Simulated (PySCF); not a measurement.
C3H8OSi

| atom | x (Å) | y (Å) | z (Å) |
| --- | --- | --- | --- |
| C | -1.4127 | 1.3810 | -0.1668 |
| C | -1.1792 | 0.0860 | -0.3042 |
| C | -0.3656 | -0.7311 | 0.6324 |
| Si | 1.4180 | -0.9105 | -0.0443 |
| O | 2.0748 | 0.5635 | -0.2327 |
| H | -1.9847 | 1.9405 | -0.8875 |
| H | -1.0573 | 1.9316 | 0.6902 |
| H | -1.5535 | -0.4369 | -1.1754 |
| H | -0.3286 | -0.2509 | 1.6110 |
| H | -0.8150 | -1.7142 | 0.7589 |
| H | 1.3706 | -1.6118 | -1.3295 |
| H | 2.2906 | -1.5545 | 0.9271 |
| H | 1.5382 | 1.3077 | -0.4970 |

Geometry: GFN2-xTB.

Computed with CAM-B3LYP/def2-SVPD, SCF density, gas phase (PySCF 2.14.0).

**What will maps of the electron density and electron localisation function show?**

C–C (1.32 Å): ρ is about 2.3 e/Å³ halfway; the ELF peaks at about 0.95 between the atoms: a short, multiple covalent bond.
C–C (1.49 Å): ρ is about 1.8 e/Å³ halfway; the ELF peaks at about 0.95 between the atoms, as expected for localised, covalent bonding.
C–H (1.08 Å): the density is about 2 e/Å³ at the midpoint; the ELF climbs to about 1 towards the hydrogen, as it does in any bond to H (an ordinary covalent bond to hydrogen).

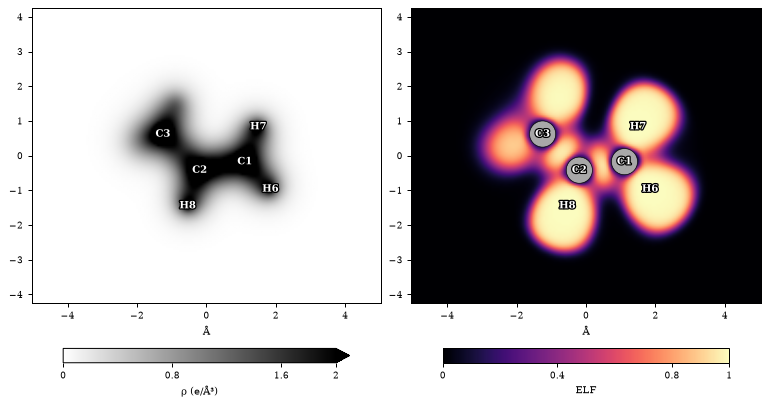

Computed electron density and electron localisation function on the plane of atoms C2, C1 and H6, in this order. Grey discs cover the atomic cores in the ELF map. 
